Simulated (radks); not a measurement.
# A spherical quantum dot from 14 to 17 electrons

Aim: add electrons one at a time to a Woods-Saxon well (radius 13.7 bohr*, depth 2.05 hartree*, edge 0.96 bohr*), with a point charge of +1 at the centre, try the lowest free levels for each, keep the configuration of least energy, and see where shells close.

Program: radks, version 2. Model: non-relativistic spin-polarised Kohn-Sham, LDA (Slater exchange, Perdew-Wang correlation), spherically averaged shells. All values are calculated.

## 1. The system

| Property | Result |
| --- | --- |
| well | a Woods-Saxon well (radius 13.7 bohr*, depth 2.05 hartree*, edge 0.96 bohr*), with a point charge of +1 at the centre |
| functional | LDA (Slater exchange, Perdew-Wang correlation) |
| levels | named by radial order: 1s, 1p, 1d, 2s, 1f and so on |
| units | effective atomic units, hartree* and bohr* |
| configuration carried in | 1s2 1p6 1d(up 4, down 0) 2s(up 1, down 0) (N = 13, energy -19.845749) |

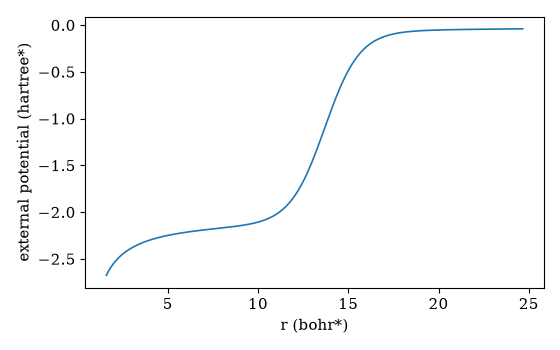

The external potential that the electrons feel.

## 2. 14 electrons

Trying: add 1d up. The run's settings:

```ini
kind = woods-saxon
xc = PW
radius = 13.7  # bohr
depth = 2.05  # hartree
edge = 0.96  # bohr
z = 1  # e
electrons = 14
background = 0  # e
configuration = 1s2 1p6 1d(up 5, down 0) 2s(up 1, down 0)
```

Command:

```sh
python run_model.py task.json out
```

task.json names the series; the program runs every candidate in turn, and a move starts from the lowest state found so far. In the records, mag is the spin moment and err the last SCF error; their hartree and bohr are effective units.

The program writes no log. Results of the run, from its result record (rounded, main fields):

```text
{
  "status": "converged",
  "energy_total [hartree]": -20.6709272,
  "energy_kinetic [hartree]": 1.400911,
  "energy_external [hartree]": -30.25191,
  "energy_hartree [hartree]": 10.04162,
  "energy_xc [hartree]": -1.861542,
  "energy_background [hartree]": 0.0,
  "orbitals [level, occupation, hartree, mean radius in bohr]": [
    ["1s up", 1, -0.88115, 1.72262],
    ["1p up", 3, -0.805992, 9.39086],
    ["1d up", 5, -0.781295, 9.57554],
    ["2s up", 1, -0.817601, 9.24352],
    ["1s down", 1, -0.80409, 8.753],
    ["1p down", 3, -0.789045, 9.37251]
  ],
  "r2_mean [bohr^2]": 84.99274,
  "mag [bohr magneton]": 6,
  "err": 7.5e-11
}
```

Trying: add 1d down. Changed: configuration = 1s2 1p6 1d(up 4, down 1) 2s(up 1, down 0).

Result:

```text
{
  "status": "converged",
  "energy_total [hartree]": -20.6573075,
  "energy_kinetic [hartree]": 1.400168,
  "energy_external [hartree]": -30.24662,
  "energy_hartree [hartree]": 10.03693,
  "energy_xc [hartree]": -1.847787,
  "energy_background [hartree]": 0.0,
  "orbitals [level, occupation, hartree, mean radius in bohr]": [
    ["1s up", 1, -0.883892, 1.70425],
    ["1p up", 3, -0.80331, 9.3848],
    ["1d up", 4, -0.778564, 9.57355],
    ["2s up", 1, -0.814997, 9.24823],
    ["1s down", 1, -0.807946, 8.84807],
    ["1p down", 3, -0.793206, 9.37697],
    ["1d down", 1, -0.768388, 9.57171]
  ],
  "r2_mean [bohr^2]": 85.05194,
  "mag [bohr magneton]": 4,
  "err": 1e-09
}
```

Trying: add 2s down. Changed: configuration = 1s2 1p6 1d(up 4, down 0) 2s2.

Result:

```text
{
  "status": "converged",
  "energy_total [hartree]": -20.6230197,
  "energy_kinetic [hartree]": 1.391665,
  "energy_external [hartree]": -30.47702,
  "energy_hartree [hartree]": 10.31473,
  "energy_xc [hartree]": -1.852401,
  "energy_background [hartree]": 0.0,
  "orbitals [level, occupation, hartree, mean radius in bohr]": [
    ["1s up", 1, -0.811916, 9.39745],
    ["1p up", 3, -0.79931, 9.53051],
    ["1d up", 4, -0.775523, 9.67379],
    ["2s up", 1, -0.699223, 2.91731],
    ["1s down", 1, -0.798327, 9.35721],
    ["1p down", 3, -0.785519, 9.51941],
    ["2s down", 1, -0.70002, 2.79767]
  ],
  "r2_mean [bohr^2]": 82.27589,
  "mag [bohr magneton]": 4,
  "err": 2.6e-11
}
```

Trying: move 1d up to 1d down: the same state as a run above.

| candidate | configuration | above the lowest (hartree*) |
| --- | --- | --- |
| add 1d up | 1s2 1p6 1d(up 5, down 0) 2s(up 1, down 0) | lowest |
| add 1d down | 1s2 1p6 1d(up 4, down 1) 2s(up 1, down 0) | 0.0136 |
| add 2s down | 1s2 1p6 1d(up 4, down 0) 2s2 | 0.0479 |
| move 1d up to 1d down | 1s2 1p6 1d(up 4, down 1) 2s(up 1, down 0) | 0.0136 |

Lowest: 1s2 1p6 1d(up 5, down 0) 2s(up 1, down 0).

## 3. N = 15

Trying: add 1d down. The run's settings:

```ini
kind = woods-saxon
xc = PW
radius = 13.7  # bohr
depth = 2.05  # hartree
edge = 0.96  # bohr
z = 1  # e
electrons = 15
background = 0  # e
configuration = 1s2 1p6 1d(up 5, down 1) 2s(up 1, down 0)
```

The program writes no log. Results of the run, from its result record (rounded, main fields):

```text
{
  "status": "converged",
  "energy_total [hartree]": -21.3921848,
  "energy_kinetic [hartree]": 1.500118,
  "energy_external [hartree]": -32.25909,
  "energy_hartree [hartree]": 11.37347,
  "energy_xc [hartree]": -2.006675,
  "energy_background [hartree]": 0.0,
  "orbitals [level, occupation, hartree, mean radius in bohr]": [
    ["1s up", 1, -0.793122, 1.69649],
    ["1p up", 3, -0.715492, 9.46822],
    ["1d up", 5, -0.691239, 9.64524],
    ["2s up", 1, -0.727024, 9.33569],
    ["1s down", 1, -0.716842, 9.00579],
    ["1p down", 3, -0.70266, 9.45753],
    ["1d down", 1, -0.678309, 9.64313]
  ],
  "r2_mean [bohr^2]": 87.05143,
  "mag [bohr magneton]": 5,
  "err": 2e-10
}
```

Trying: add 2s down. Changed: configuration = 1s2 1p6 1d(up 5, down 0) 2s2.

Result:

```text
{
  "status": "converged",
  "energy_total [hartree]": -21.3549116,
  "energy_kinetic [hartree]": 1.491696,
  "energy_external [hartree]": -32.49131,
  "energy_hartree [hartree]": 11.6542,
  "energy_xc [hartree]": -2.009497,
  "energy_background [hartree]": 0.0,
  "orbitals [level, occupation, hartree, mean radius in bohr]": [
    ["1s up", 1, -0.723972, 9.48817],
    ["1p up", 3, -0.711669, 9.60703],
    ["1d up", 5, -0.688309, 9.74224],
    ["2s up", 1, -0.606077, 2.93289],
    ["1s down", 1, -0.707629, 9.44563],
    ["1p down", 3, -0.695112, 9.59444],
    ["2s down", 1, -0.607142, 2.77736]
  ],
  "r2_mean [bohr^2]": 84.37931,
  "mag [bohr magneton]": 5,
  "err": 2.7e-10
}
```

Trying: add 1f up. Changed: configuration = 1s2 1p6 1d(up 5, down 0) 2s(up 1, down 0) 1f(up 1, down 0).

Result:

```text
{
  "status": "converged",
  "energy_total [hartree]": -21.3740574,
  "energy_kinetic [hartree]": 1.536976,
  "energy_external [hartree]": -32.25723,
  "energy_hartree [hartree]": 11.369,
  "energy_xc [hartree]": -2.022794,
  "energy_background [hartree]": 0.0,
  "orbitals [level, occupation, hartree, mean radius in bohr]": [
    ["1s up", 1, -0.791707, 1.71267],
    ["1p up", 3, -0.71855, 9.47159],
    ["1d up", 5, -0.694326, 9.64566],
    ["2s up", 1, -0.730019, 9.33011],
    ["1f up", 1, -0.659936, 9.82189],
    ["1s down", 1, -0.713654, 8.89424],
    ["1p down", 3, -0.699109, 9.44646]
  ],
  "r2_mean [bohr^2]": 87.1482,
  "mag [bohr magneton]": 7,
  "err": 1.3e-09
}
```

Trying: move 1d down to 2s down: the same state as a run above.

Trying: move 1d down to 1f up: the same state as a run above.

Trying: move 1d up to 1d down. Changed: configuration = 1s2 1p6 1d(up 4, down 2) 2s(up 1, down 0).

Result:

```text
{
  "status": "converged",
  "energy_total [hartree]": -21.3825059,
  "energy_kinetic [hartree]": 1.499718,
  "energy_external [hartree]": -32.25587,
  "energy_hartree [hartree]": 11.37061,
  "energy_xc [hartree]": -1.996962,
  "energy_background [hartree]": 0.0,
  "orbitals [level, occupation, hartree, mean radius in bohr]": [
    ["1s up", 1, -0.794697, 1.68527],
    ["1p up", 3, -0.712768, 9.46336],
    ["1d up", 4, -0.688475, 9.6439],
    ["2s up", 1, -0.724349, 9.33723],
    ["1s down", 1, -0.720306, 9.06501],
    ["1p down", 3, -0.706327, 9.46142],
    ["1d down", 2, -0.682013, 9.64332]
  ],
  "r2_mean [bohr^2]": 87.0863,
  "mag [bohr magneton]": 3,
  "err": 1.1e-09
}
```

| candidate | configuration | above the lowest (hartree*) |
| --- | --- | --- |
| add 1d down | 1s2 1p6 1d(up 5, down 1) 2s(up 1, down 0) | lowest |
| add 2s down | 1s2 1p6 1d(up 5, down 0) 2s2 | 0.0373 |
| add 1f up | 1s2 1p6 1d(up 5, down 0) 2s(up 1, down 0) 1f(up 1, down 0) | 0.0181 |
| move 1d down to 2s down | 1s2 1p6 1d(up 5, down 0) 2s2 | 0.0373 |
| move 1d down to 1f up | 1s2 1p6 1d(up 5, down 0) 2s(up 1, down 0) 1f(up 1, down 0) | 0.0181 |
| move 1d up to 1d down | 1s2 1p6 1d(up 4, down 2) 2s(up 1, down 0) | 0.00968 |

The series goes on from 1s2 1p6 1d(up 5, down 1) 2s(up 1, down 0).

## 4. Electron number 16

Trying: add 1d down. The run's settings:

```ini
kind = woods-saxon
xc = PW
radius = 13.7  # bohr
depth = 2.05  # hartree
edge = 0.96  # bohr
z = 1  # e
electrons = 16
background = 0  # e
configuration = 1s2 1p6 1d(up 5, down 2) 2s(up 1, down 0)
```

The program writes no log. Results of the run, from its result record (rounded, main fields):

```text
{
  "status": "converged",
  "energy_total [hartree]": -22.0275308,
  "energy_kinetic [hartree]": 1.599653,
  "energy_external [hartree]": -34.26037,
  "energy_hartree [hartree]": 12.79039,
  "energy_xc [hartree]": -2.157203,
  "energy_background [hartree]": 0.0,
  "orbitals [level, occupation, hartree, mean radius in bohr]": [
    ["1s up", 1, -0.703782, 1.68095],
    ["1p up", 3, -0.625456, 9.54277],
    ["1d up", 5, -0.601621, 9.7123],
    ["2s up", 1, -0.636876, 9.41922],
    ["1s down", 1, -0.629795, 9.19487],
    ["1p down", 3, -0.61627, 9.53769],
    ["1d down", 2, -0.592386, 9.71137]
  ],
  "r2_mean [bohr^2]": 88.92954,
  "mag [bohr magneton]": 4,
  "err": 1.1e-09
}
```

Trying: add 2s down. Changed: configuration = 1s2 1p6 1d(up 5, down 1) 2s2.

Result:

```text
{
  "status": "converged",
  "energy_total [hartree]": -21.9837907,
  "energy_kinetic [hartree]": 1.59036,
  "energy_external [hartree]": -34.49483,
  "energy_hartree [hartree]": 13.07488,
  "energy_xc [hartree]": -2.154207,
  "energy_background [hartree]": 0.0,
  "orbitals [level, occupation, hartree, mean radius in bohr]": [
    ["1s up", 1, -0.633832, 9.56694],
    ["1p up", 3, -0.621771, 9.67761],
    ["1d up", 5, -0.598786, 9.80726],
    ["2s up", 1, -0.513844, 2.91666],
    ["1s down", 1, -0.621395, 9.53891],
    ["1p down", 3, -0.609194, 9.66878],
    ["1d down", 1, -0.586124, 9.8067],
    ["2s down", 1, -0.514743, 2.78847]
  ],
  "r2_mean [bohr^2]": 86.33926,
  "mag [bohr magneton]": 4,
  "err": 3.2e-10
}
```

Trying: add 1f up. Changed: configuration = 1s2 1p6 1d(up 5, down 1) 2s(up 1, down 0) 1f(up 1, down 0).

Result:

```text
{
  "status": "converged",
  "energy_total [hartree]": -22.0060003,
  "energy_kinetic [hartree]": 1.63572,
  "energy_external [hartree]": -34.25645,
  "energy_hartree [hartree]": 12.78415,
  "energy_xc [hartree]": -2.169418,
  "energy_background [hartree]": 0.0,
  "orbitals [level, occupation, hartree, mean radius in bohr]": [
    ["1s up", 1, -0.703558, 1.69034],
    ["1p up", 3, -0.628525, 9.54521],
    ["1d up", 5, -0.604713, 9.71222],
    ["2s up", 1, -0.639908, 9.41662],
    ["1f up", 1, -0.570824, 9.88272],
    ["1s down", 1, -0.626922, 9.12347],
    ["1p down", 3, -0.613149, 9.52754],
    ["1d down", 1, -0.589192, 9.70615]
  ],
  "r2_mean [bohr^2]": 89.03407,
  "mag [bohr magneton]": 6,
  "err": 1.3e-09
}
```

Trying: move 1d down to 2s down: the same state as a run above.

Trying: move 1d up to 1d down. Changed: configuration = 1s2 1p6 1d(up 4, down 3) 2s(up 1, down 0).

Result:

```text
{
  "status": "converged",
  "energy_total [hartree]": -22.0213586,
  "energy_kinetic [hartree]": 1.599511,
  "energy_external [hartree]": -34.25849,
  "energy_hartree [hartree]": 12.78868,
  "energy_xc [hartree]": -2.151064,
  "energy_background [hartree]": 0.0,
  "orbitals [level, occupation, hartree, mean radius in bohr]": [
    ["1s up", 1, -0.704673, 1.67326],
    ["1p up", 3, -0.622713, 9.53868],
    ["1d up", 4, -0.598844, 9.71133],
    ["2s up", 1, -0.634169, 9.41954],
    ["1s down", 1, -0.632955, 9.23225],
    ["1p down", 3, -0.619567, 9.54106],
    ["1d down", 3, -0.595714, 9.71161]
  ],
  "r2_mean [bohr^2]": 88.9496,
  "mag [bohr magneton]": 2,
  "err": 9.7e-10
}
```

| candidate | configuration | above the lowest (hartree*) |
| --- | --- | --- |
| add 1d down | 1s2 1p6 1d(up 5, down 2) 2s(up 1, down 0) | lowest |
| add 2s down | 1s2 1p6 1d(up 5, down 1) 2s2 | 0.0437 |
| add 1f up | 1s2 1p6 1d(up 5, down 1) 2s(up 1, down 0) 1f(up 1, down 0) | 0.0215 |
| move 1d down to 2s down | 1s2 1p6 1d(up 5, down 1) 2s2 | 0.0437 |
| move 1d up to 1d down | 1s2 1p6 1d(up 4, down 3) 2s(up 1, down 0) | 0.00617 |

Kept: 1s2 1p6 1d(up 5, down 2) 2s(up 1, down 0).

From the same record, its empty bound levels (hartree) and its density (bohr, e/bohr³):

```text
empty: [["1f up", -0.56773], ["2p up", -0.45309], ["1g up", -0.52459], ["2s down", -0.57135], ["1f down", -0.55846], ["2p down", -0.44456], ["1g down", -0.51535]]
r: [0.3772, 1.325, 2.273, 3.221, 4.169, 5.117, 6.064, 7.012, 7.96, 8.908, 9.856, 10.8, 11.75, 12.7, 13.65, 14.6, 15.54, 16.49, 17.44, 18.39]
n: [0.1401, 0.02159, 0.003685, 0.0007696, 0.0003385, 0.0004411, 0.0008161, 0.001477, 0.002368, 0.003151, 0.003207, 0.002242, 0.0009367, 0.0002059, 2.259e-05, 1.387e-06, 6.178e-08, 2.29e-09, 8.168e-11, 3.01e-12]
```

## 5. 17 electrons

Trying: add 1d down. The run's settings:

```ini
kind = woods-saxon
xc = PW
radius = 13.7  # bohr
depth = 2.05  # hartree
edge = 0.96  # bohr
z = 1  # e
electrons = 17
background = 0  # e
configuration = 1s2 1p6 1d(up 5, down 3) 2s(up 1, down 0)
```

The program writes no log. Results of the run, from its result record (rounded, main fields):

```text
{
  "status": "converged",
  "energy_total [hartree]": -22.5769806,
  "energy_kinetic [hartree]": 1.699403,
  "energy_external [hartree]": -36.25464,
  "energy_hartree [hartree]": 14.29078,
  "energy_xc [hartree]": -2.312525,
  "energy_background [hartree]": 0.0,
  "orbitals [level, occupation, hartree, mean radius in bohr]": [
    ["1s up", 1, -0.613843, 1.67101],
    ["1p up", 3, -0.535886, 9.61424],
    ["1d up", 5, -0.512443, 9.77664],
    ["2s up", 1, -0.547181, 9.49687],
    ["1s down", 1, -0.543001, 9.34207],
    ["1p down", 3, -0.529989, 9.61335],
    ["1d down", 3, -0.506533, 9.77652]
  ],
  "r2_mean [bohr^2]": 90.66318,
  "mag [bohr magneton]": 3,
  "err": 8.5e-10
}
```

Trying: add 2s down. Changed: configuration = 1s2 1p6 1d(up 5, down 2) 2s2.

Result:

```text
{
  "status": "converged",
  "energy_total [hartree]": -22.5271697,
  "energy_kinetic [hartree]": 1.689492,
  "energy_external [hartree]": -36.48985,
  "energy_hartree [hartree]": 14.57744,
  "energy_xc [hartree]": -2.304256,
  "energy_background [hartree]": 0.0,
  "orbitals [level, occupation, hartree, mean radius in bohr]": [
    ["1s up", 1, -0.544188, 9.6409],
    ["1p up", 3, -0.532348, 9.74445],
    ["1d up", 5, -0.509709, 9.86906],
    ["2s up", 1, -0.422203, 2.90175],
    ["1s down", 1, -0.535269, 9.62317],
    ["1p down", 3, -0.523341, 9.73854],
    ["1d down", 2, -0.500646, 9.8687],
    ["2s down", 1, -0.422906, 2.80342]
  ],
  "r2_mean [bohr^2]": 88.1615,
  "mag [bohr magneton]": 3,
  "err": 1.6e-09
}
```

Trying: add 1f up. Changed: configuration = 1s2 1p6 1d(up 5, down 2) 2s(up 1, down 0) 1f(up 1, down 0).

Result:

```text
{
  "status": "converged",
  "energy_total [hartree]": -22.5524306,
  "energy_kinetic [hartree]": 1.734779,
  "energy_external [hartree]": -36.24947,
  "energy_hartree [hartree]": 14.28352,
  "energy_xc [hartree]": -2.321257,
  "energy_background [hartree]": 0.0,
  "orbitals [level, occupation, hartree, mean radius in bohr]": [
    ["1s up", 1, -0.614265, 1.67709],
    ["1p up", 3, -0.538942, 9.61616],
    ["1d up", 5, -0.515518, 9.77632],
    ["2s up", 1, -0.550212, 9.49549],
    ["1f up", 1, -0.482104, 9.94131],
    ["1s down", 1, -0.540378, 9.29469],
    ["1p down", 3, -0.527192, 9.60416],
    ["1d down", 2, -0.503672, 9.77155]
  ],
  "r2_mean [bohr^2]": 90.76818,
  "mag [bohr magneton]": 5,
  "err": 1.1e-09
}
```

Trying: move 1d up to 1d down. Changed: configuration = 1s2 1p6 1d(up 4, down 4) 2s(up 1, down 0).

Result:

```text
{
  "status": "converged",
  "energy_total [hartree]": -22.5739863,
  "energy_kinetic [hartree]": 1.699489,
  "energy_external [hartree]": -36.25365,
  "energy_hartree [hartree]": 14.28981,
  "energy_xc [hartree]": -2.309635,
  "energy_background [hartree]": 0.0,
  "orbitals [level, occupation, hartree, mean radius in bohr]": [
    ["1s up", 1, -0.614356, 1.66511],
    ["1p up", 3, -0.533134, 9.6106],
    ["1d up", 4, -0.509661, 9.77586],
    ["2s up", 1, -0.544459, 9.49668],
    ["1s down", 1, -0.545918, 9.36678],
    ["1p down", 3, -0.533003, 9.61629],
    ["1d down", 4, -0.509573, 9.77677]
  ],
  "r2_mean [bohr^2]": 90.67439,
  "mag [bohr magneton]": 1,
  "err": 7.7e-10
}
```

| candidate | configuration | above the lowest (hartree*) |
| --- | --- | --- |
| add 1d down | 1s2 1p6 1d(up 5, down 3) 2s(up 1, down 0) | lowest |
| add 2s down | 1s2 1p6 1d(up 5, down 2) 2s2 | 0.0498 |
| add 1f up | 1s2 1p6 1d(up 5, down 2) 2s(up 1, down 0) 1f(up 1, down 0) | 0.0245 |
| move 1d up to 1d down | 1s2 1p6 1d(up 4, down 4) 2s(up 1, down 0) | 0.00299 |

Lowest: 1s2 1p6 1d(up 5, down 3) 2s(up 1, down 0).

## 6. Trends over these counts

| N | configuration | unpaired | chemical potential (hartree*) | addition energy (hartree*) | rms radius (bohr*) |
| --- | --- | --- | --- | --- | --- |
| 14 | 1s2 1p6 1d(up 5, down 0) 2s(up 1, down 0) | 6 | -0.8252 | 0.104 | 9.22 |
| 15 | 1s2 1p6 1d(up 5, down 1) 2s(up 1, down 0) | 5 | -0.7213 | 0.0859 | 9.33 |
| 16 | 1s2 1p6 1d(up 5, down 2) 2s(up 1, down 0) | 4 | -0.6353 | 0.0859 | 9.43 |
| 17 | 1s2 1p6 1d(up 5, down 3) 2s(up 1, down 0) | 3 | -0.5494 | - | 9.52 |

Chemical potential E(N) - E(N-1); addition energy E(N+1) + E(N-1) - 2E(N).

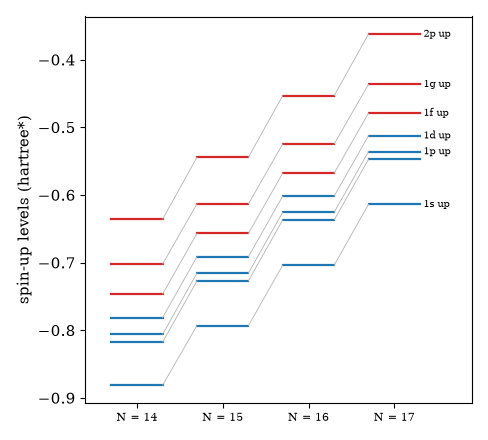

Spin-up levels of the kept configurations; wholly or partly filled blue, empty red.

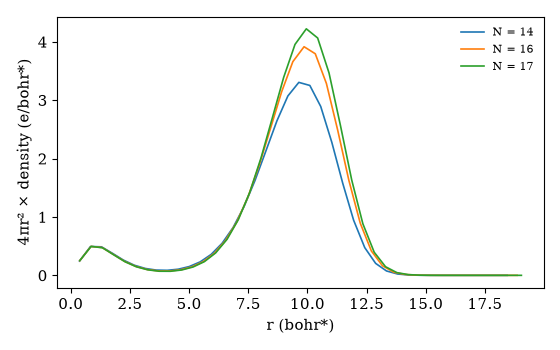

Radial distributions of the electrons.

## 7. Outcome

| quantity | value |
| --- | --- |
| closed shells at N | none in this range |
| largest addition energy | 0.104 hartree* at N = 14 (of N = 14 to 16) |
| most unpaired electrons | 6 at N = 14 |
| configuration at N = 17 | 1s2 1p6 1d(up 5, down 3) 2s(up 1, down 0) |

What this shows: No closed-shell configuration falls in this range; the second difference peaks at N = 14, where a shell is half full. Among the lowest states kept at each count, up to 6 electrons are unpaired (N = 14), since exchange favours parallel spins. The model keeps every shell spherical, so real clusters and dots, which can deform, may order levels otherwise.
